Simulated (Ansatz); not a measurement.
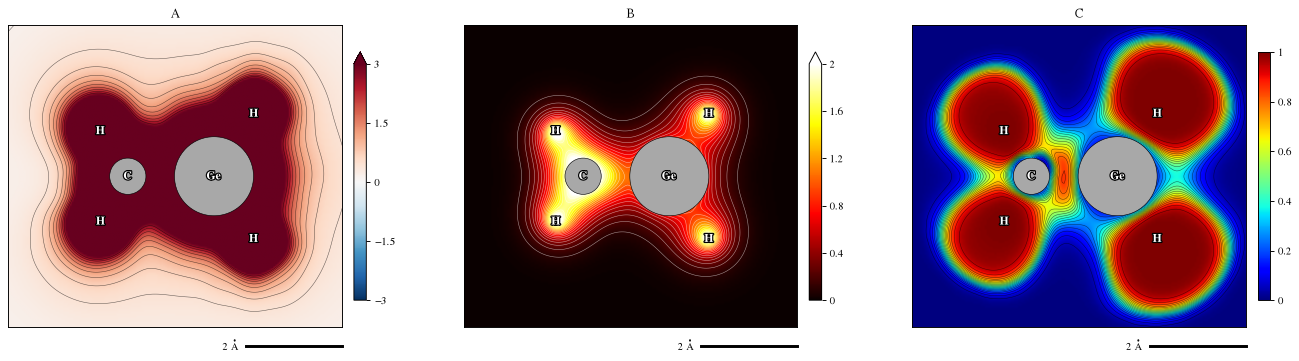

CH4Ge···HBr: 3 fields on the plane of atoms H5, Ge1 and H6, with unlabelled colour scales. Grey discs cover the atomic cores.

These are results of Ansatz, RKS PBE-D4/def2-SVP, not measurements.

```xyz
8

Ge   -0.9912   -0.4187   -0.2631
Br    2.5951   -0.7666   -1.1140
C    -0.3228    0.8219    0.8451
H     1.5235   -0.0977   -0.3164
H    -1.4188   -0.0861   -1.7031
H    -1.1160   -1.8983    0.1391
H    -0.0262    0.5703    1.8745
H    -0.2436    1.8752    0.5379
```

### Which field does each panel show? The fields are: electron density, electron localisation function and electrostatic potential.

Panel A: electrostatic potential (strongly positive close to the atoms and fading to about zero outside). Panel B: electron density. Panel C: electron localisation function. From the grid: Ge1···H7 (2.55 Å): the density falls to about 0.81 e/Å³ on the way; the ELF climbs to about 1 towards the hydrogen. C–Ge (1.79 Å): ρ at the midpoint is about 1.1 e/Å³; the ELF peaks at about 0.85 in the valence shell of C, 0.7 Å from its nucleus, and is about 0.55 at the midpoint.
